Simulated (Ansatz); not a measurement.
**Hf (P6_3/mmc, 2 atoms in the cell): zone-centre modes under pressure**

Wanted: Grüneisen parameters and pressure coefficients of the modes of Hf (P6_3/mmc, 2 atoms in the cell).

Program: Ansatz 0.2.0. Level of theory: DFT PBEsol, scalar-relativistic, plane waves, PAW; PAW set soft_1. Results are calculated unless marked as measured.

## Step 1: Starting point

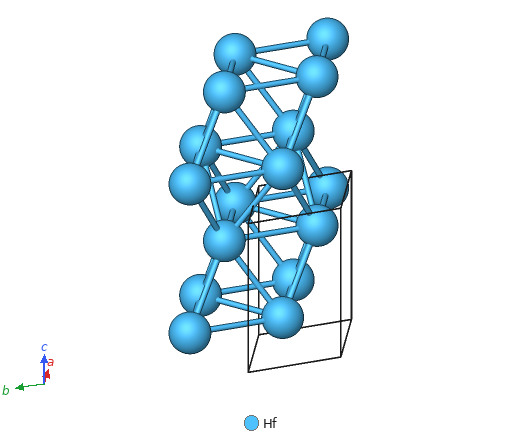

The cell as given, from a free direction (hafnium blue). 2×2×2 cells are drawn.

## Step 2: Bringing the structure to rest

The cell and atoms are relaxed, since residual forces and stress would shift the frequencies.

Contents of input.yaml:

```yaml
crystal:
  lattice:
    - [3.1967, 0.0, 0.0]
    - [-1.59835, 2.7684234083, 0.0]
    - [0.0, 0.0, 5.0578]
  atoms:
    - { symbol: Hf, position: [0.33333333, 0.66666667, 0.25] }
    - { symbol: Hf, position: [0.66666667, 0.33333333, 0.75] }
kpoints:
  mp_grid: { grid: [15, 15, 8] }
hamiltonian:
  xc: pbesol
  pseudopotentials: { kind: paw, azcp: { folder: soft_1 }, xc_functional: pbe }
scf:
  occupations: { method: gaussian, width: 0.1 }
output:
  forces: true
  stress: true
  eigenvalues: true
relax:
  adjacent_minimum: "off"
  f_tol: 0.005
  max_steps: 80
  cell: { stress_tol: 0.05 }
```

Run with:

```
> ansatz run input.yaml --threads 4 --pin off --max-ram 10240MiB --backend cpu --events-out ev --progress --plain --runs-dir out
```

Numbers of over 12 decimals in the logs are rounded to 6 here.

What it wrote:

```text
Engine: ansatz 0.2.0, x86_64-unknown-linux-gnu
Pseudopotentials: kind: paw
Pseudopotential: Hf, paw, valence charge 26, recommended cutoff 420 eV (normal), soft_1/Hf.paw.azcp
Functional definition: PBEsol
  exchange = pbesol_x
  correlation = pbesol_c
Crystal: 2 atoms, lattice volume = 44.761 Å³
Basis set: ecut = 420 eV, 881 PW (Γ), exchange–correlation on 48×48×72 points (8 copies of the dense FFT grid, shifted against one another)
Bands: 32, of which v1, the nominal top of the filled ones, is band 26 counted from 1 (25 counted from 0)
Symmetry: 24 space group operations
Space group: P63/mmc (ITA 194), of the structure as read, at distance tolerance 3.6e-5 Å
k-points: 135 of 1800
Non-local potential: Hf, projectors of the file, l = 0: 3, l = 1: 2, l = 2: 2, l = 3: 3
PAW form: soft (Blöchl's): semilocal exchange-correlation on the pseudo side does not see the compensation charge
PAW frozen core: Hf, regenerated for the run's functional, and the local potential with it (the file was generated under x = pbe(κ = 0.804, μ = 0.219515), c = pbe(β = 0.066725))
PAW one-centre angular grid: Hf, 590 points (default); XC on 64 Gauss nodes
Initial density: superposition of atomic densities (chi_scale 0.1, normalization cell)
Initial wavefunctions: pseudopotential atomic-orbital guess
Functional: x = pbesol(κ = 0.804, μ = 0.123457), c = pbesol(β = 0.046)
SCF iter   1: F=—  HF=-31197.848519 eV  |F-HF|=—  |Δ(HF+E_count)|=         —  Δρ=3.58e-2  dr2=7.03e-1  ethr=3.10e-3  ⟨swp⟩=5.4  Hψ=15011  notcnv=0  defer=1
preconditioner: auto → Kerker (q_TF=auto, 2.797 Å⁻¹)  [metal: Δε(μ)=0.023 eV  Ē_g=16.874 eV  σ=0.100 eV  W_gap=0.13  n_scr=22 (ndim 8)  ℏωp=38.5 eV  f_vac=0.000  D(μ)=1.33/eV (n_scr^D=8)]
SCF iter   2: F=—  HF=-31197.696457 eV  |F-HF|=—  |Δ(HF+E_count)|=   1.52e-1  Δρ=2.27e-2  dr2=2.79e-1  ethr=1.35e-3  ⟨swp⟩=3.1  Hψ=8592  notcnv=0  defer=167
SCF iter   3: F=—  HF=-31197.637250 eV  |F-HF|=—  |Δ(HF+E_count)|=   5.92e-2  Δρ=9.12e-3  dr2=4.49e-2  ethr=5.37e-4  ⟨swp⟩=2.1  Hψ=7415  notcnv=0  defer=166
SCF iter   4: F=—  HF=-31197.589043 eV  |F-HF|=—  |Δ(HF+E_count)|=   4.82e-2  Δρ=3.10e-3  dr2=2.13e-3  ethr=8.63e-5  ⟨swp⟩=2.1  Hψ=8372  notcnv=0  defer=166
SCF iter   5: F=—  HF=-31197.590271 eV  |F-HF|=—  |Δ(HF+E_count)|=   1.23e-3  Δρ=7.41e-4  dr2=2.49e-4  ethr=4.10e-6  ⟨swp⟩=2.3  Hψ=6543  notcnv=0  defer=162
SCF iter   6: F=—  HF=-31197.590495 eV  |F-HF|=—  |Δ(HF+E_count)|=   2.24e-4  Δρ=1.52e-4  dr2=8.26e-6  ethr=4.79e-7  ⟨swp⟩=2.1  Hψ=7708  notcnv=0  defer=162
SCF iter   7: F=—  HF=-31197.590504 eV  |F-HF|=—  |Δ(HF+E_count)|=   8.53e-6  Δρ=3.46e-5  dr2=5.33e-7  ethr=1.59e-8  ⟨swp⟩=2.5  Hψ=8080  notcnv=0  defer=162
SCF iter   8: F=-31197.590503 eV  HF=-31197.590503 eV  |F-HF|=9.86e-9  |Δ(HF+E_count)|=   7.35e-8  Δρ=6.81e-6  dr2=2.18e-8  ethr=1.92e-10  ⟨swp⟩=12.0  Hψ=24840  notcnv=0
SCF 1 converged in 8 iterations: F = -31197.590503 eV  dr2 = 2.18e-8
  greatest PAW one-centre occupation: 0.998 electrons in one spin orbital (limit 2), on the Hf atom at site 1 (counted from 0), in its partial waves of l = 0
relax step   1: F+E_penalty+E_count = -31197.59050347 eV  Δ(F+E_penalty+E_count) = +0.000e0 eV  max|allowed force component| = 2.591e-16 eV/Å  Δτ_max = 0.0000 Å  P = -3.767 GPa  Ω = 44.761 Å³  (8 SCF iters, dr2 threshold 1.00e-7 eV, accepted)
Crystal: 2 atoms, lattice volume = 41.088 Å³
Basis set: ecut = 420 eV, 809 PW (Γ), exchange–correlation on 48×48×72 points (8 copies of the dense FFT grid, shifted against one another)
Initial density: handed on by an earlier stage of this run
Initial wavefunctions: those handed on with the density
iter 1 solved again at ethr=2.31e-6 eV; its pass at ethr=3.10e-3 eV (dr2=1.20e-3 eV) is discarded
SCF iter   1: F=—  HF=-31197.570990 eV  |F-HF|=—  |Δ(HF+E_count)|=         —  Δρ=2.78e-3  dr2=1.39e-3  ethr=2.31e-6  ⟨swp⟩=2.3  Hψ=24364  notcnv=0
preconditioner: auto → Kerker (q_TF=auto, 2.838 Å⁻¹)  [metal: Δε(μ)=0.013 eV  Ē_g=17.557 eV  σ=0.100 eV  W_gap=0.07  n_scr=22 (ndim 8)  ℏωp=40.1 eV  f_vac=0.000  D(μ)=1.44/eV (n_scr^D=8)]
SCF iter   2: F=—  HF=-31197.570391 eV  |F-HF|=—  |Δ(HF+E_count)|=   5.98e-4  Δρ=1.20e-3  dr2=3.18e-4  ethr=2.31e-6  ⟨swp⟩=2.0  Hψ=7348  notcnv=0
SCF iter   3: F=—  HF=-31197.570283 eV  |F-HF|=—  |Δ(HF+E_count)|=   1.09e-4  Δρ=6.62e-4  dr2=1.14e-4  ethr=6.12e-7  ⟨swp⟩=2.0  Hψ=6242  notcnv=0
SCF iter   4: F=—  HF=-31197.570266 eV  |F-HF|=—  |Δ(HF+E_count)|=   1.67e-5  Δρ=2.40e-4  dr2=2.24e-5  ethr=2.18e-7  ⟨swp⟩=2.0  Hψ=7858  notcnv=0
SCF iter   5: F=—  HF=-31197.570257 eV  |F-HF|=—  |Δ(HF+E_count)|=   9.13e-6  Δρ=3.34e-5  dr2=3.85e-7  ethr=4.31e-8  ⟨swp⟩=2.1  Hψ=5095  notcnv=0
SCF iter   6: F=—  HF=-31197.570258 eV  |F-HF|=—  |Δ(HF+E_count)|=   7.85e-7  Δρ=1.25e-5  dr2=9.80e-8  ethr=3.85e-10  ⟨swp⟩=7.0  Hψ=22752  notcnv=0
SCF iter   7: F=-31197.570258 eV  HF=-31197.570258 eV  |F-HF|=8.00e-10  |Δ(HF+E_count)|=   9.57e-8  Δρ=2.87e-6  dr2=3.03e-9  ethr=1.88e-10  ⟨swp⟩=6.0  Hψ=19779  notcnv=0
SCF 2 converged in 7 iterations: F = -31197.570258 eV  dr2 = 3.03e-9
relax step   2: F+E_penalty+E_count = -31197.57025753 eV  Δ(F+E_penalty+E_count) = +2.025e-2 eV  max|allowed force component| = 1.943e-16 eV/Å  Δτ_max = 0.0000 Å  P = +6.269 GPa  Ω = 41.088 Å³  energy of the carried Pulay correction = +1.211e-3 eV  (7 SCF iters, dr2 threshold 2.00e-7 eV, rejected (line search))
Crystal: 2 atoms, lattice volume = 43.308 Å³
Basis set: ecut = 420 eV, 845 PW (Γ), exchange–correlation on 48×48×72 points (8 copies of the dense FFT grid, shifted against one another)
iter 1 solved again at ethr=9.71e-7 eV; its pass at ethr=3.10e-3 eV (dr2=5.05e-4 eV) is discarded
SCF iter   1: F=—  HF=-31197.609848 eV  |F-HF|=—  |Δ(HF+E_count)|=         —  Δρ=1.76e-3  dr2=6.04e-4  ethr=9.71e-7  ⟨swp⟩=2.2  Hψ=23890  notcnv=0
preconditioner: auto → Kerker (q_TF=auto, 2.813 Å⁻¹)  [metal: Δε(μ)=0.028 eV  Ē_g=17.602 eV  σ=0.100 eV  W_gap=0.16  n_scr=22 (ndim 8)  ℏωp=39.1 eV  f_vac=0.000  D(μ)=1.49/eV (n_scr^D=8)]
SCF iter   2: F=—  HF=-31197.609595 eV  |F-HF|=—  |Δ(HF+E_count)|=   2.53e-4  Δρ=7.49e-4  dr2=1.29e-4  ethr=9.71e-7  ⟨swp⟩=2.0  Hψ=7424  notcnv=0
SCF iter   3: F=—  HF=-31197.609553 eV  |F-HF|=—  |Δ(HF+E_count)|=   4.27e-5  Δρ=4.03e-4  dr2=4.45e-5  ethr=2.49e-7  ⟨swp⟩=2.0  Hψ=6209  notcnv=0
SCF iter   4: F=—  HF=-31197.609539 eV  |F-HF|=—  |Δ(HF+E_count)|=   1.33e-5  Δρ=1.53e-4  dr2=9.53e-6  ethr=8.55e-8  ⟨swp⟩=2.0  Hψ=7870  notcnv=0
SCF iter   5: F=—  HF=-31197.609537 eV  |F-HF|=—  |Δ(HF+E_count)|=   2.19e-6  Δρ=2.87e-5  dr2=2.17e-7  ethr=1.83e-8  ⟨swp⟩=2.0  Hψ=4924  notcnv=0
SCF iter   6: F=—  HF=-31197.609533 eV  |F-HF|=—  |Δ(HF+E_count)|=   3.84e-6  Δρ=8.46e-6  dr2=4.87e-8  ethr=4.16e-10  ⟨swp⟩=2.4  Hψ=8010  notcnv=0
SCF iter   7: F=—  HF=-31197.609533 eV  |F-HF|=—  |Δ(HF+E_count)|=   5.25e-8  Δρ=2.02e-6  dr2=1.83e-9  ethr=9.36e-11  ⟨swp⟩=2.1  Hψ=7889  notcnv=0
SCF iter   8: F=—  HF=-31197.609533 eV  |F-HF|=—  |Δ(HF+E_count)|=  1.38e-10  Δρ=4.89e-7  dr2=6.43e-11  ethr=3.51e-12  ⟨swp⟩=2.7  Hψ=7444  notcnv=0
SCF iter   9: F=-31197.609533 eV  HF=-31197.609533 eV  |F-HF|=1.46e-11  |Δ(HF+E_count)|=    0.00e0  Δρ=1.05e-7  dr2=1.52e-12  ethr=1.00e-12  ⟨swp⟩=8.3  Hψ=26216  notcnv=0
SCF 3 converged in 9 iterations: F = -31197.609533 eV  dr2 = 1.52e-12
relax step   3: F+E_penalty+E_count = -31197.60953324 eV  Δ(F+E_penalty+E_count) = -1.903e-2 eV  max|allowed force component| = 3.886e-16 eV/Å  Δτ_max = 0.0000 Å  P = -0.241 GPa  Ω = 43.308 Å³  energy of the carried Pulay correction = +4.633e-4 eV  (9 SCF iters, accepted)
[...]
relax step   4: F+E_penalty+E_count = -31197.60963632 eV  Δ(F+E_penalty+E_count) = -1.031e-4 eV  max|allowed force component| = 2.961e-16 eV/Å  Δτ_max = 0.0000 Å  P = +0.010 GPa  Ω = 43.212 Å³  energy of the carried Pulay correction = +4.945e-4 eV  (3 SCF iters, dr2 threshold 2.00e-7 eV, accepted)
Initial wavefunctions: pseudopotential atomic-orbital guess (no wavefunctions were taken with the density)
iter 1 solved again at ethr=4.58e-9 eV; its pass at ethr=3.10e-3 eV (dr2=2.38e-6 eV) is discarded
SCF iter   1: F=—  HF=-31197.609183 eV  |F-HF|=—  |Δ(HF+E_count)|=         —  Δρ=4.32e-5  dr2=1.69e-7  ethr=4.58e-9  ⟨swp⟩=5.1  Hψ=33326  notcnv=0
preconditioner: auto → Kerker (q_TF=auto, 2.814 Å⁻¹)  [metal: Δε(μ)=0.033 eV  Ē_g=17.565 eV  σ=0.100 eV  W_gap=0.18  n_scr=22 (ndim 8)  ℏωp=39.1 eV  f_vac=0.000  D(μ)=1.48/eV (n_scr^D=8)]
SCF iter   2: F=—  HF=-31197.609171 eV  |F-HF|=—  |Δ(HF+E_count)|=   1.18e-5  Δρ=3.63e-5  dr2=2.69e-7  ethr=3.25e-10  ⟨swp⟩=3.2  Hψ=9781  notcnv=0
SCF iter   3: F=—  HF=-31197.609171 eV  |F-HF|=—  |Δ(HF+E_count)|=   5.97e-8  Δρ=1.97e-5  dr2=7.12e-8  ethr=3.25e-10  ⟨swp⟩=2.0  Hψ=7581  notcnv=0
SCF iter   4: F=—  HF=-31197.609171 eV  |F-HF|=—  |Δ(HF+E_count)|=   8.21e-9  Δρ=3.71e-6  dr2=3.84e-9  ethr=1.37e-10  ⟨swp⟩=3.0  Hψ=7826  notcnv=0
SCF iter   5: F=—  HF=-31197.609171 eV  |F-HF|=—  |Δ(HF+E_count)|=  1.02e-10  Δρ=8.69e-7  dr2=2.99e-10  ethr=7.39e-12  ⟨swp⟩=2.1  Hψ=7858  notcnv=0
SCF iter   6: F=—  HF=-31197.609171 eV  |F-HF|=—  |Δ(HF+E_count)|=  5.82e-11  Δρ=1.54e-7  dr2=1.38e-11  ethr=1.00e-12  ⟨swp⟩=7.0  Hψ=28079  notcnv=0
SCF iter   7: F=-31197.609171 eV  HF=-31197.609171 eV  |F-HF|=7.28e-12  |Δ(HF+E_count)|=  1.46e-11  Δρ=2.62e-8  dr2=3.26e-13  ethr=1.00e-12  ⟨swp⟩=6.6  Hψ=22881  notcnv=0
SCF 5 converged in 7 iterations: F = -31197.609171 eV  dr2 = 3.26e-13
relax step   5: F+E_penalty+E_count = -31197.60917074 eV  Δ(F+E_penalty+E_count) = +4.656e-4 eV  max|allowed force component| = 3.053e-16 eV/Å  Δτ_max = 0.0000 Å  P = +0.004 GPa  Ω = 43.212 Å³  stress off target by 1.26e-2 GPa  SCF on the basis re-selected at this cell (its energy is not comparable with the rows above)  (7 SCF iters)
basis re-selected at this cell: Δ(F+E_penalty+E_count) = +4.656e-4 eV, ΔP = -0.007 GPa vs the last step (what re-selecting the basis moved, of the pressure what is left beyond the Pulay correction that the steps carried, after the strain that the cell walked since its last selection, with what the two solves' SCF thresholds leave and, on support functions, any second-order correction that the steps lacked; it is no m [...]
SCF converged after 7 iterations
Free energy (F): -31197.609171 eV
Harris-Foulkes:  -31197.609171 eV  (|F-HF|=7.28e-12)
Internal energy: -31197.601750 eV  (E = F + TS)
E sigma→0 (E₀):  -31197.605460 eV
Entropy (-TS):   -0.007421 eV (-3.710 meV/atom)
Fermi energy:    18.713179 eV
--- Per-component energies (eV) ---
  E_band       = 14.756675
  E_kinetic    = 820.895060
  E_local      = -12450.525919  (includes V_loc(G=0)·N_el)
  E_nonlocal   = 129.165406
  E_hartree    = 6073.719060
  E_xc         = -529.936777
  E_vxc        = -510.096085  (∫ρ·V_xc dr)
  E_paw        = -15151.019590  (= ΣΔE_a)
  E_vpaw       = -122.120068  (= ΣTr[D̂ρ^β])
  E_aug_tail   = 0.000185  (compensation charges beyond the density's cutoff)
  E_ewald      = -10092.401287
  E_core_change = 2.502112  (= ΣΔE_core)
  E_smearing   = -0.007421  (= −TS)
  E_closure    = 0.000000  (closes the sum)
  Σ components = -31197.609171   (vs F -31197.609171, Δ=0.00e0)
--- Forces (eV/Å), atoms counted from 1 ---
  atom   1  Hf     0.00000000     0.00000000    -0.00000000
  atom   2  Hf     0.00000000    -0.00000000     0.00000000
  max |Σ_I F_I| component: 1.85e-17 eV/Å
--- Stress (GPa, compression-positive) ---
        0.011936      -0.000000      -0.000000
       -0.000000       0.011936       0.000000
       -0.000000       0.000000      -0.012625
  P = ⅓ Tr σ = 0.0037 GPa (0.037 kbar)
--- Band table (eV; the first three rows and the last of 135) ---
  k-point 0: bands = [... 22 lower, 11.2017, 14.8783, 19.5060, 19.8690, 19.8690, 20.1711, 20.7312, 20.7312, ... 2 higher]
  k-point 1: bands = [... 22 lower, 11.3523, 14.8130, 19.2803, 19.7815, 19.7815, 20.0407, 20.6052, 20.6052, ... 2 higher]
  k-point 2: bands = [... 22 lower, 11.7869, 14.5551, 18.8670, 19.6564, 19.6564, 19.6925, 20.3107, 20.3107, ... 2 higher]
  k-point 134: bands = [... 22 lower, 16.8657, 16.8657, 17.1973, 17.1973, 18.5575, 18.5575, 21.2774, 21.2774, ... 2 higher]
--- Relaxed structure (4 steps of the walk, 3 accepted, 1 SCFs on fresh bases) ---
  F+E_penalty+E_count = -31197.60917074 eV   max|allowed force component| = 3.053e-16 eV/Å   (the final SCF, on the basis selected at the relaxed cell)
  cell:  # Å, volume = 43.2121 Å³
    - [3.160221, 0, 0]
    - [-1.580111, 2.736832, -1.208431186080296e-18]
    - [0, -2.2077559504290953e-18, 4.996202]
  atoms:
    - { symbol: Hf, position: [0.333333, 0.666667, 0.25] }
    - { symbol: Hf, position: [0.666667, 0.333333, 0.75] }
```

Run time: 11 s. Hardware: 4 threads of Intel Xeon Platinum 8488C (Sapphire Rapids), shared host; peak memory 0.52 GiB; 41 s of CPU time.

The steps of the relaxation:

| step | energy less that of the first step (eV) | largest force component (eV/Å) | pressure (GPa) | volume (Å³) |
| --- | --- | --- | --- | --- |
| 1 | 0.0000 | 0.0000 | -3.77 | 44.76 |
| 2 | 0.0202 | 0.0000 | 6.27 | 41.09 |
| 3 | -0.0190 | 0.0000 | -0.24 | 43.31 |
| 4 | -0.0191 | 0.0000 | 0.01 | 43.21 |
| 5* | -0.0187 | 0.0000 | 0.00 | 43.21 |

Relaxation steps marked * repeat the geometry before them on a plane-wave basis chosen anew for their cell, so energy and pressure can jump there. Relaxation step 2 was tried and not accepted.

The run keeps the 24 symmetry operations that it works with, so distortions that break them were not tested.

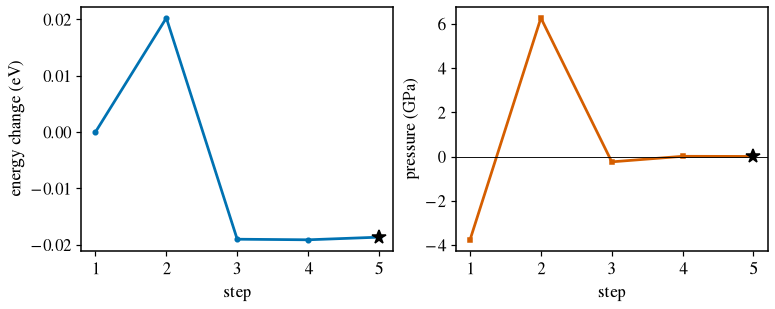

Energy and pressure along the relaxation. Stars mark steps on a basis chosen anew.

| conventional cell, symmetrised | before | after | change |
| --- | --- | --- | --- |
| a (Å) | 3.197 | 3.160 | -1.1 % |
| b (Å) | 3.197 | 3.160 | -1.1 % |
| c (Å) | 5.058 | 4.996 | -1.2 % |
| volume (Å³/atom) | 22.38 | 21.61 | -3.5 % |

Final coordinates:

```cif
data_structure
_symmetry_space_group_name_H-M 'P 1'
_symmetry_Int_Tables_number 1
_cell_length_a 3.1602
_cell_length_b 3.1602
_cell_length_c 4.9962
_cell_angle_alpha 90.000
_cell_angle_beta 90.000
_cell_angle_gamma 120.000
_cell_volume 43.21
loop_
_atom_site_label
_atom_site_type_symbol
_atom_site_fract_x
_atom_site_fract_y
_atom_site_fract_z
_atom_site_occupancy
Hf1 Hf 0.33333 0.66667 0.25000 1
Hf2 Hf 0.66667 0.33333 0.75000 1
```

Numbers from this step:

```
pressure          : 0.003749 GPa
volume per atom   : 21.61 Å³
gap on the k-mesh : 0 eV
```

In this step the volume went from 22.38 to 21.61 Å³/atom.

## Step 3: Tight relaxation

Phonons need small forces and stress, so the relaxation is finished with tight tolerances on 15×15×8 k points.

input.yaml, the sections that differ from step 2:

```yaml
crystal:
  lattice:
    - [3.1602214813, 0.0, 0.0]
    - [-1.5801107406, 2.7368320844, 0.0]
    - [0.0, 0.0, 4.996201912]
  atoms:
    - { symbol: Hf, position: [0.3333333333, 0.6666666667, 0.25] }
    - { symbol: Hf, position: [0.6666666667, 0.3333333333, 0.75] }
scf:
  occupations: { method: methfessel_paxton, width: 0.2 }
relax:
  adjacent_minimum: "off"
  f_tol: 0.001
  max_steps: 60
  cell: { stress_tol: 0.01 }
# kpoints, hamiltonian, output: as in step 2
```

What it wrote:

```text
[...]
Crystal: 2 atoms, lattice volume = 43.212 Å³
Basis set: ecut = 420 eV, 845 PW (Γ), exchange–correlation on 48×48×72 points (8 copies of the dense FFT grid, shifted against one another)
Bands: 32, of which v1, the nominal top of the filled ones, is band 26 counted from 1 (25 counted from 0)
Symmetry: 24 space group operations
[...]
k-points: 135 of 1800
[...]
k-point 134: bands = [... 22 lower, 16.8660, 16.8660, 17.1975, 17.1975, 18.5587, 18.5587, 21.2786, 21.2786, ... 2 higher]
--- Relaxed structure (3 steps of the walk, 3 accepted, 1 SCFs on fresh bases) ---
[...]
cell:  # Å, volume = 43.2105 Å³
    - [3.160422, -2.88694020892425e-11, 0.0]
    - [-1.580211, 2.737006, 0.0]
    - [0.0, 0.0, 4.995380]
  atoms:
    - { symbol: Hf, position: [0.333333, 0.666667, 0.25] }
    - { symbol: Hf, position: [0.666667, 0.333333, 0.750000] }
[key lines of the parts left out:]
SCF converged after 6 iterations
Free energy (F): -31197.604493 eV
Fermi energy:    18.722718 eV
P = ⅓ Tr σ = -0.0014 GPa (-0.014 kbar)
```

Elapsed: 9.7 s, on 4 threads; peak memory 0.48 GiB.

Little changed from the start: no atom moved by 0.005 Å and no cell edge by 0.1 %.

This step gave:

| Property | Result |
| --- | --- |
| pressure | -0.001358 GPa |

The forces vanish by symmetry and the pressure is -0.001 GPa, within the tolerances set. The cell now holds 21.61 Å³/atom.

(Continued in part 2 of 2.)

[Logs are printed without paths, hosts, clocks, repeated set-up lines and the standing remarks that a program may print on its own settings, such as how far it seeks lower states.]

[Hosts, paths, dates, database ids (printed as entryN), source tags and the programs' standing remarks are cut or masked in the printed files.]
